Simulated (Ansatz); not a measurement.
# Cu wire along [111], 31 atoms a period: bands by functional and under strain, part 2 of 4

What gap, if any, does the Cu wire along [111], 31 atoms a period have, and how does it change with the functional and under strain?

Ansatz 0.2.0; DFT PBE, plane waves, PAW; relaxation of a wire's period (the session's first sound run).

So far: The starting structure; Relaxation of atoms and period.

## (2) Relaxation of atoms and period (continued)

Step by step:

```
step  energy less that of the first step (eV)  largest force component (eV/Å)  pressure (GPa)  volume (Å³)
   1                                   0.0000                          0.6494           -1.88      1295.48
   2                                  -0.5765                          0.3511           -0.91      1280.79
   3                                  -0.7940                          0.0963            0.28      1262.46
   4                                  -0.7314                          0.1855           -0.50      1270.97
   5                                  -0.8066                          0.0058            0.02      1264.87
  6*                                  -0.7983                          0.0059            0.02      1264.87
```

Relaxation steps marked * repeat the geometry before them on a plane-wave basis chosen anew for their cell, so energy and pressure can jump there. Relaxation step 4 was tried and not accepted.

The run keeps the 4 symmetry operations that it works with, so distortions that break them were not tested.

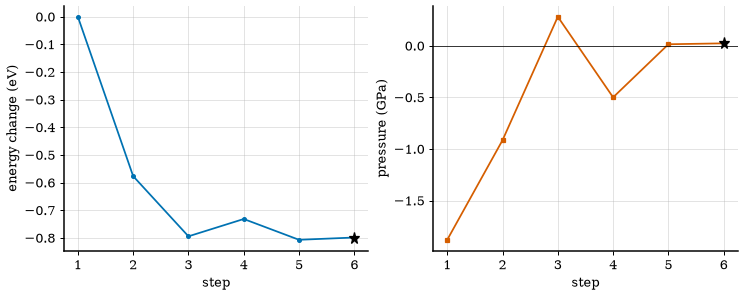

Energy and pressure along the relaxation. Stars mark steps on a basis chosen anew.

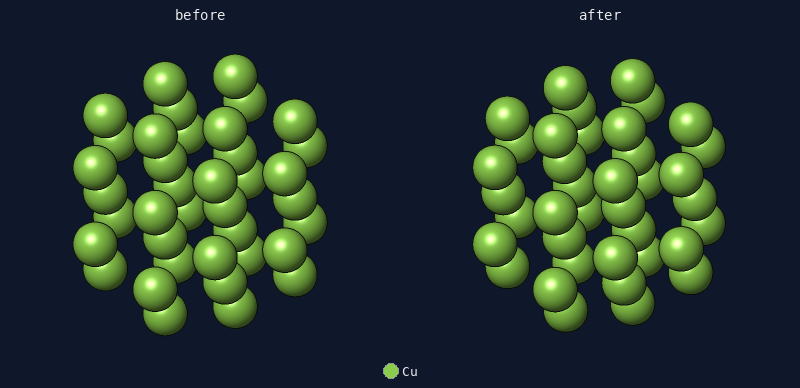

The structure before and after the relaxation, drawn at the same scale.

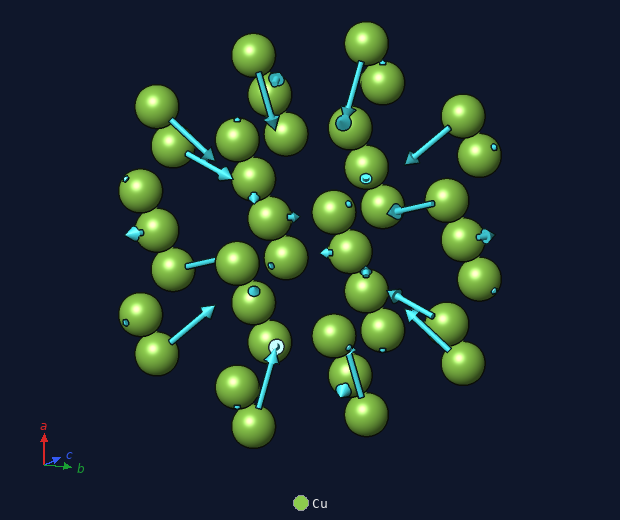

Displacements in the relaxation, exaggerated, measured against the changing cell; the longest in the cell stands for 0.13 Å. Some periodic images of atoms are drawn too.

```
cell as run  before  after  change
      c (Å)   6.287  6.139  -2.4 %
```

The atoms that moved most (Å, along periodic axes as changes of fractional coordinates times the final cell, across vacuum about the mean position):

```
atom      dx      dy      dz  length
Cu28  -0.126  -0.027  -0.024   0.131
Cu16  -0.126   0.027   0.024   0.131
Cu17   0.126  -0.027  -0.024   0.131
 Cu5   0.126   0.027   0.024   0.131
Cu13  -0.039  -0.122   0.023   0.130
 Cu9   0.039  -0.122   0.023   0.130
Cu24  -0.039   0.122  -0.023   0.130
Cu20   0.039   0.122  -0.023   0.130
```

The relaxed structure:

```cif
data_structure
_symmetry_space_group_name_H-M 'P 1'
_symmetry_Int_Tables_number 1
_cell_length_a 14.5000
_cell_length_b 14.2100
_cell_length_c 6.1388
_cell_angle_alpha 90.000
_cell_angle_beta 90.000
_cell_angle_gamma 90.000
_cell_volume 1264.87
loop_
_atom_site_label
_atom_site_type_symbol
_atom_site_fract_x
_atom_site_fract_y
_atom_site_fract_z
_atom_site_occupancy
Cu1 Cu 0.32216 0.49999 0.00000 1
Cu2 Cu 0.41106 0.65719 0.99991 1
Cu3 Cu 0.50001 0.49999 0.00000 1
Cu4 Cu 0.58897 0.65719 0.99991 1
Cu5 Cu 0.24316 0.44973 0.33728 1
Cu6 Cu 0.32892 0.29806 0.33733 1
Cu7 Cu 0.32172 0.60502 0.32598 1
Cu8 Cu 0.41280 0.44862 0.33019 1
Cu9 Cu 0.41418 0.75211 0.33714 1
Cu10 Cu 0.50001 0.60278 0.33007 1
Cu11 Cu 0.50001 0.28999 0.32618 1
Cu12 Cu 0.58722 0.44862 0.33019 1
Cu13 Cu 0.58585 0.75211 0.33714 1
Cu14 Cu 0.67111 0.29806 0.33733 1
Cu15 Cu 0.67831 0.60502 0.32598 1
Cu16 Cu 0.75687 0.44973 0.33728 1
Cu17 Cu 0.24316 0.55025 0.66272 1
Cu18 Cu 0.32892 0.70192 0.66267 1
Cu19 Cu 0.32172 0.39496 0.67402 1
Cu20 Cu 0.41418 0.24787 0.66286 1
Cu21 Cu 0.41280 0.55136 0.66981 1
Cu22 Cu 0.50001 0.39720 0.66993 1
Cu23 Cu 0.50001 0.70999 0.67382 1
Cu24 Cu 0.58585 0.24787 0.66286 1
Cu25 Cu 0.58722 0.55136 0.66981 1
Cu26 Cu 0.67111 0.70192 0.66267 1
Cu27 Cu 0.67831 0.39496 0.67402 1
Cu28 Cu 0.75687 0.55025 0.66272 1
Cu29 Cu 0.41106 0.34279 0.00009 1
Cu30 Cu 0.58897 0.34279 0.00009 1
Cu31 Cu 0.67787 0.49999 0.00000 1
```

This step gave:

| Property | Result |
| --- | --- |
| energy at zero smearing | -205362.4569 eV |
| cell length along the wire | 6.139 Å |

The cell's length comes to 6.139 Å with spin left out.

## (3) The perfect wire

This step: DFT PBE, plane waves, PAW; bands of a perfect wire (Ansatz 0.2.0).

At the relaxed period the bands are computed along the axis; those that cross an energy going forward count the channels that a perfect wire would open there.

Contents of input.yaml:

```yaml
crystal:
  lattice:
    - [14.5, 0.0, 0.0]
    - [0.0, 14.21, 0.0]
    - [0.0, 0.0, 6.1387906922]
  atoms:
    - { symbol: Cu, position: [0.32215501, 0.499989672, 0.0] }
    - { symbol: Cu, position: [0.411056344, 0.657194024, 0.999908341] }
    - { symbol: Cu, position: [0.500013546, 0.499989672, 0.0] }
    - { symbol: Cu, position: [0.588970749, 0.657194024, 0.999908341] }
    - { symbol: Cu, position: [0.243159809, 0.449733751, 0.337283409] }
    - { symbol: Cu, position: [0.328915677, 0.298055369, 0.337325194] }
    - { symbol: Cu, position: [0.321721554, 0.605022923, 0.325975232] }
    - { symbol: Cu, position: [0.412803283, 0.448616929, 0.330186817] }
    - { symbol: Cu, position: [0.414176209, 0.752107861, 0.337139181] }
    - { symbol: Cu, position: [0.500013546, 0.602775009, 0.330066691] }
    - { symbol: Cu, position: [0.500013546, 0.289985343, 0.326179169] }
    - { symbol: Cu, position: [0.58722381, 0.448616929, 0.330186817] }
    - { symbol: Cu, position: [0.585850883, 0.752107861, 0.337139181] }
    - { symbol: Cu, position: [0.671111416, 0.298055369, 0.337325194] }
    - { symbol: Cu, position: [0.678305539, 0.605022923, 0.325975232] }
    - { symbol: Cu, position: [0.756867284, 0.449733751, 0.337283409] }
    - { symbol: Cu, position: [0.243159809, 0.550245593, 0.662716591] }
    - { symbol: Cu, position: [0.328915677, 0.701923975, 0.662674806] }
    - { symbol: Cu, position: [0.321721554, 0.394956421, 0.674024768] }
    - { symbol: Cu, position: [0.414176209, 0.247871482, 0.662860819] }
    - { symbol: Cu, position: [0.412803283, 0.551362415, 0.669813183] }
    - { symbol: Cu, position: [0.500013546, 0.397204334, 0.669933309] }
    - { symbol: Cu, position: [0.500013546, 0.709994001, 0.673820831] }
    - { symbol: Cu, position: [0.585850883, 0.247871482, 0.662860819] }
    - { symbol: Cu, position: [0.58722381, 0.551362415, 0.669813183] }
    - { symbol: Cu, position: [0.671111416, 0.701923975, 0.662674806] }
    - { symbol: Cu, position: [0.678305539, 0.394956421, 0.674024768] }
    - { symbol: Cu, position: [0.756867284, 0.550245593, 0.662716591] }
    - { symbol: Cu, position: [0.411056344, 0.342785319, 9.1659e-05] }
    - { symbol: Cu, position: [0.588970749, 0.342785319, 9.1659e-05] }
    - { symbol: Cu, position: [0.677872083, 0.499989672, 0.0] }
kpoints:
  mp_grid: { grid: [1, 1, 14] }
  band_path: { path: ["Γ", Z], npoints: 50 }
scf:
  occupations: { method: fermi_dirac, width: 0.05 }
hamiltonian:
  xc: pbe
output:
  dos: { e_range: [-5, 4] }
  write_potential: true
  write_density: true
  volumetric_format: npy
  elf: true
```

Run with:

```bash
> ansatz run input.yaml --threads 4 --pin off --max-ram 16384MiB --backend cpu --events-out ev --progress --plain --runs-dir out
```

Numbers of over 12 decimals in the logs are rounded to 6 here.

Output:

```text
[...]
Crystal: 31 atoms, lattice volume = 1264.867 Å³
Basis set: ecut = 420 eV, 24751 PW (Γ)
Bands: 354, of which v1, the nominal top of the filled ones, is band 295 counted from 1 (294 counted from 0)
Symmetry: 4 space group operations
[...]
k-points: 8 of 14
[...]
SCF iter   1: F=—  HF=-205362.460390 eV  |F-HF|=—  |Δ(HF+E_count)|=         —  Δρ=2.37e-3  dr2=7.79e-2  ethr=1.77e-3  ⟨swp⟩=6.9  Hψ=11093  notcnv=0  defer=285
[...]
SCF iter  11: F=-205362.494903 eV  HF=-205362.494903 eV  |F-HF|=2.69e-8  |Δ(HF+E_count)|=   2.01e-8  Δρ=1.99e-6  dr2=3.83e-8  ethr=1.70e-11  ⟨swp⟩=14.6  Hψ=11918  notcnv=0
SCF 1 converged in 11 iterations: F = -205362.494903 eV  dr2 = 3.83e-8
[...]
NSCF: frozen V_eff on 51 k-points
WARN: pass on a band path, mesh or list of k-points: the 51 k-points are solved 20 at a time at the most, because the 14.40 GiB of host memory that the pass is priced against does not hold them all with the solver's workspace as planned. The pass can take longer, above all where fewer k-points are solved at a time than the run has threads. As a rule a larger memory budget leaves room for more at once. The budget is what a run with no `--max-ram-frac` typed is planned for, 0.8 of the host's memory or its container's limit. More memory there lifts it, and so does a share over 0.88 that is typed (of such a share the budget is ten elevenths): [rest of the remark cut]
WARN: The output density's exchange-correlation potential varies sharply where the density is thin. Do not read a vacuum level from v_tot or v_xc, or from such a field of the output density. On a cell that repeats whose density bears no net charge and no dipole along the vacuum's axis use v_es (v_loc + v_h of the components); under efield.dipole_correction with no amplitude use v_es + v_field, which holds any externa [...]
SCF converged after 11 iterations
Free energy (F): -205362.494903 eV
[...]
Internal energy: -205362.383658 eV  (E = F + TS)
E sigma→0 (E₀):  -205362.439280 eV
Entropy (-TS):   -0.111245 eV (-3.589 meV/atom)
Fermi energy:    1.861718 eV
[...]
--- Band table (eV; the first three rows and the last of 8) ---
  k-point 0: bands = [... 291 lower, 1.3238, 1.3239, 1.8244, 1.8247, 2.4325, 2.4558, 2.5283, 2.5291, ... 55 higher]
  k-point 1: bands = [... 291 lower, 1.4250, 1.4262, 1.9578, 1.9588, 2.2336, 2.2353, 2.4495, 2.4719, ... 55 higher]
  k-point 2: bands = [... 291 lower, 1.4533, 1.4543, 1.8009, 1.8021, 2.1613, 2.3700, 2.3781, 2.5320, ... 55 higher]
  k-point 7: bands = [... 291 lower, 0.9862, 1.3184, 1.7935, 1.8785, 2.0501, 2.0522, 2.2965, 2.2972, ... 55 higher]
```

The job ended after 9.9 min (4 threads of Arm Neoverse V1, shared host; peak memory 10 GiB; 39 min of CPU time).

Numbers from this step:

| Quantity | Value |
| --- | --- |
| energy at zero smearing | -205362.4393 eV |
| band gap | 0 eV |

The electronic bands at the labelled points (eV, zero at the Fermi level; # counts the bands kept):

```
point    #64    #65    #66    #67   #68   #69   #70   #71
    Γ  -0.54  -0.54  -0.04  -0.04  0.57  0.59  0.67  0.67
    Z  -0.88  -0.54  -0.07   0.02  0.19  0.19  0.43  0.44
```

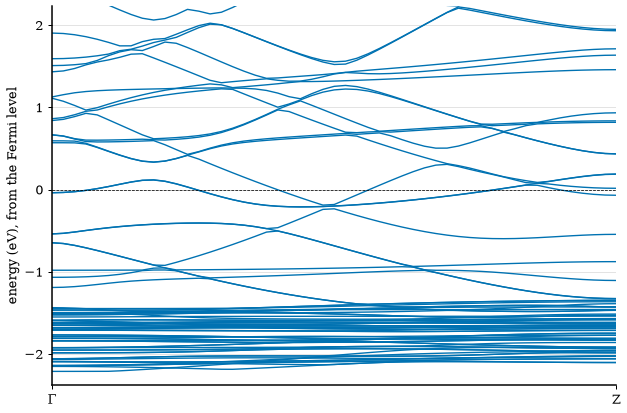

Electronic bands along the path.

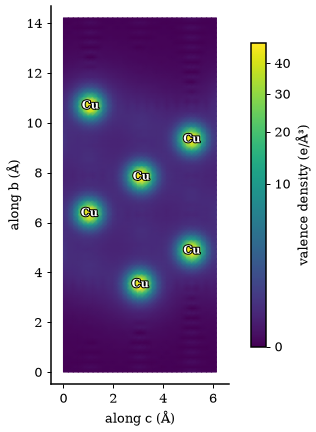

Valence density in the cb plane at fractional x = 0.411, with atoms of Cu within 0.2 Å of it. It is the smooth field of the valence electrons, not physical close to the nuclei. The map starts off the cell's origin, so that atoms lie inside it. The colour scale is stretched toward low values.

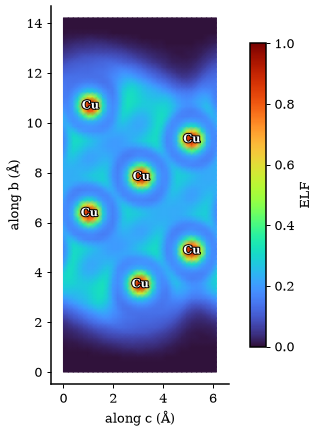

ELF in the cb plane at fractional x = 0.411, with atoms of Cu within 0.2 Å of it. It is the smooth field of the valence electrons, not physical close to the nuclei. The map starts off the cell's origin, so that atoms lie inside it.

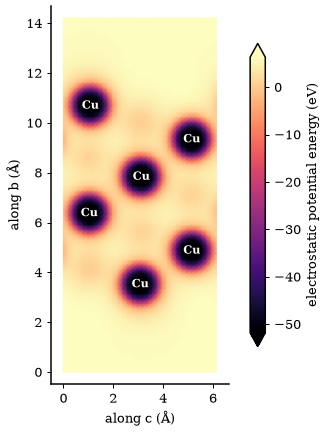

Electrostatic potential energy in the cb plane at fractional x = 0.411, with atoms of Cu within 0.2 Å of it. With pseudopotentials it is smooth inside the atoms' cores, unlike the true potential. The map starts off the cell's origin, so that atoms lie inside it.

Between Γ and Z the bands cross the Fermi level 9 times, so a perfect wire would conduct at least 9 G₀, with spin left out.

## (4) Another level of theory, k-mesh 1×1×10

This step: DFT LDA, plane waves, PAW; bands of a perfect wire at the PBE geometry (Ansatz 0.2.0).

The atoms stay at the PBE geometry and the functional changes. At fixed atoms LDA and the gradient-corrected functionals usually give like bands; this run checks that. Against the first PBE run of this kind, the mesh along the wire has 10 points against 14.

Edit input.yaml of step 3 so:

```diff
@@ -38,3 +38,3 @@
 kpoints:
-  mp_grid: { grid: [1, 1, 14] }
+  mp_grid: { grid: [1, 1, 10] }
   band_path: { path: ["Γ", Z], npoints: 50 }
@@ -43,8 +43,2 @@
 hamiltonian:
-  xc: pbe
-output:
-  dos: { e_range: [-5, 4] }
-  write_potential: true
-  write_density: true
-  volumetric_format: npy
-  elf: true
+  xc: lda
```

Output:

```text
[...]
Crystal: 31 atoms, lattice volume = 1264.867 Å³
Basis set: ecut = 420 eV, 24751 PW (Γ)
Bands: 354, of which v1, the nominal top of the filled ones, is band 295 counted from 1 (294 counted from 0)
Symmetry: 4 space group operations
[...]
k-points: 6 of 10
[...]
SCF iter   1: F=—  HF=-203203.191508 eV  |F-HF|=—  |Δ(HF+E_count)|=         —  Δρ=1.18e-2  dr2=8.46e-1  ethr=1.77e-3  ⟨swp⟩=7.0  Hψ=8432  notcnv=0  defer=176
[...]
SCF iter  11: F=-203203.008590 eV  HF=-203203.008590 eV  |F-HF|=1.94e-8  |Δ(HF+E_count)|=   7.61e-8  Δρ=1.28e-6  dr2=1.81e-8  ethr=1.70e-11  ⟨swp⟩=13.8  Hψ=9265  notcnv=0
SCF 1 converged in 11 iterations: F = -203203.008590 eV  dr2 = 1.81e-8
[...]
SCF converged after 11 iterations
Free energy (F): -203203.008590 eV
[...]
Internal energy: -203202.897157 eV  (E = F + TS)
E sigma→0 (E₀):  -203202.952873 eV
Entropy (-TS):   -0.111433 eV (-3.595 meV/atom)
Fermi energy:    1.502408 eV
[...]
--- Band table (eV; the first three rows and the last of 6) ---
  k-point 0: bands = [... 291 lower, 0.9333, 0.9334, 1.4496, 1.4499, 2.0597, 2.0795, 2.1418, 2.1425, ... 55 higher]
  k-point 1: bands = [... 291 lower, 1.0698, 1.0709, 1.5783, 1.5801, 1.8301, 1.8310, 2.0279, 2.0922, ... 55 higher]
  k-point 2: bands = [... 291 lower, 0.9756, 1.0210, 1.2848, 1.2853, 1.4804, 2.0980, 2.1147, 2.4561, ... 55 higher]
  k-point 5: bands = [... 291 lower, 0.6041, 0.9416, 1.4292, 1.4916, 1.6807, 1.6825, 1.9342, 1.9347, ... 55 higher]
```

Run time: 8.9 min. Hardware: 4 threads; peak memory 14 GiB.

Numbers from this step:

```
energy at zero smearing : -203202.9529 eV
```

The electronic bands at the labelled points (eV, zero at the Fermi level; # counts the bands kept):

```
point    #64    #65    #66    #67   #68   #69   #70   #71
    Γ  -0.57  -0.57  -0.05  -0.05  0.56  0.58  0.64  0.64
    Z  -0.90  -0.56  -0.07  -0.01  0.18  0.18  0.43  0.43
```

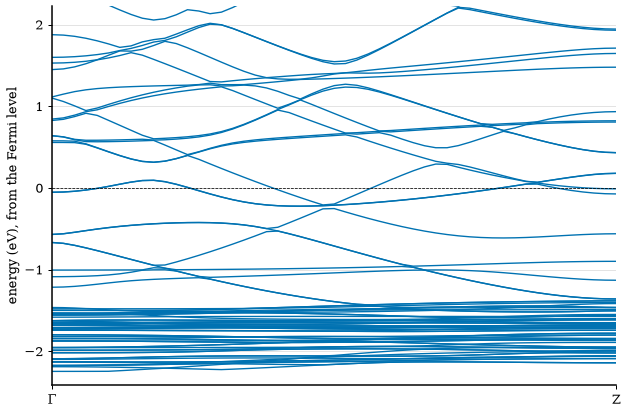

Electronic bands along the path.

Bands cross the Fermi level, as under PBE at the relaxed period.

## (5) Levels at the same atoms, k-mesh 1×1×10

This step: DFT PBEsol, plane waves, PAW; bands of a perfect wire at the PBE geometry (Ansatz 0.2.0).

The atoms stay at the PBE geometry and the functional changes. At fixed atoms LDA and the gradient-corrected functionals usually give like bands; this run checks that. Against the first PBE run of this kind, the mesh along the wire has 10 points against 14.

Edit input.yaml of step 4 so:

```diff
@@ -43,2 +43,2 @@
 hamiltonian:
-  xc: lda
+  xc: pbesol
```

Output:

```text
[...]
Crystal: 31 atoms, lattice volume = 1264.867 Å³
Basis set: ecut = 420 eV, 24751 PW (Γ)
Bands: 354, of which v1, the nominal top of the filled ones, is band 295 counted from 1 (294 counted from 0)
Symmetry: 4 space group operations
[...]
k-points: 6 of 10
[...]
--- Band table (eV; the first three rows and the last of 6) ---
  k-point 0: bands = [... 291 lower, 1.2004, 1.2005, 1.7044, 1.7047, 2.3104, 2.3309, 2.3986, 2.3992, ... 55 higher]
  k-point 1: bands = [... 291 lower, 1.3323, 1.3334, 1.8335, 1.8353, 2.0840, 2.0848, 2.2785, 2.3425, ... 55 higher]
  k-point 2: bands = [... 291 lower, 1.2381, 1.2702, 1.5413, 1.5418, 1.7326, 2.3482, 2.3654, 2.7035, ... 55 higher]
  k-point 5: bands = [... 291 lower, 0.8691, 1.1907, 1.6554, 1.7516, 1.9354, 1.9373, 2.1681, 2.1689, ... 55 higher]
[key lines of the parts left out:]
SCF converged after 11 iterations
Free energy (F): -204230.149777 eV
Fermi energy:    1.753561 eV
```

The job ended after 9 min (4 threads; peak memory 14 GiB; 36 min of CPU time).

Bands cross the Fermi level, as under PBE at the relaxed period.

## (6) Another level of theory, cutoff 500 eV, k-mesh 1×1×10

This step: DFT r2SCAN, plane waves, PAW; bands of a perfect wire at the PBE geometry (Ansatz 0.2.0).

The atoms stay at the PBE geometry and the functional changes. r2SCAN also reads the kinetic-energy density; it often gives larger moments and wider gaps than PBE, at a higher cost. Against the first PBE run of this kind, the cutoff is 500 eV against 420 and the mesh along the wire has 10 points against 14.

Edit input.yaml of step 5 so:

```diff
@@ -43,2 +43,2 @@
 hamiltonian:
-  xc: pbesol
+  xc: r2scan
```

Output:

```text
[...]
Crystal: 31 atoms, lattice volume = 1264.867 Å³
Basis set: ecut = 500 eV, 32089 PW (Γ), exchange–correlation on 432×432×180 points (64 copies of the dense FFT grid, shifted against one another)
Bands: 354, of which v1, the nominal top of the filled ones, is band 295 counted from 1 (294 counted from 0)
Symmetry: 4 space group operations
[...]
k-points: 6 of 10
[...]
--- Band table (eV; the first three rows and the last of 6) ---
  k-point 0: bands = [... 291 lower, 1.2290, 1.2291, 1.7723, 1.7727, 2.4022, 2.4236, 2.5015, 2.5022, ... 55 higher]
  k-point 1: bands = [... 291 lower, 1.3720, 1.3733, 1.9045, 1.9064, 2.1676, 2.1685, 2.3763, 2.4353, ... 55 higher]
  k-point 2: bands = [... 291 lower, 1.2751, 1.3120, 1.5935, 1.5941, 1.8013, 2.4437, 2.4619, 2.8161, ... 55 higher]
  k-point 5: bands = [... 291 lower, 0.8852, 1.2297, 1.7239, 1.8311, 2.0137, 2.0159, 2.2516, 2.2526, ... 55 higher]
[key lines of the parts left out:]
SCF converged after 12 iterations
Free energy (F): -205547.483821 eV
Fermi energy:    1.823664 eV
```

Elapsed: 14 min, on 4 threads; peak memory 11 GiB; 55 min of CPU time.

The electronic bands at the labelled points (eV, zero at the Fermi level; # counts the bands kept):

```
point    #64    #65    #66    #67   #68   #69   #70   #71
    Γ  -0.59  -0.59  -0.05  -0.05  0.58  0.60  0.68  0.68
    Z  -0.94  -0.59  -0.10   0.01  0.19  0.19  0.43  0.43
```

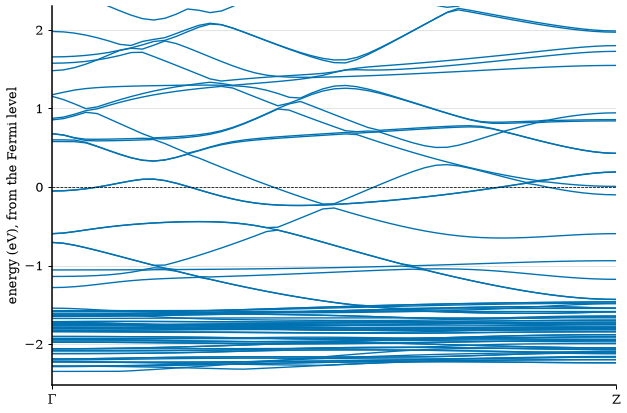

Electronic bands along the path.

Bands cross the Fermi level, as under PBE at the relaxed period.

(Continued in part 3 of 4.)

[Logs are printed without paths, hosts, clocks, repeated set-up lines and the standing remarks that a program may print on its own settings, such as how far it seeks lower states.]

[Hosts, paths, dates, database ids (printed as entryN), source tags and the programs' standing remarks are cut or masked in the printed files.]
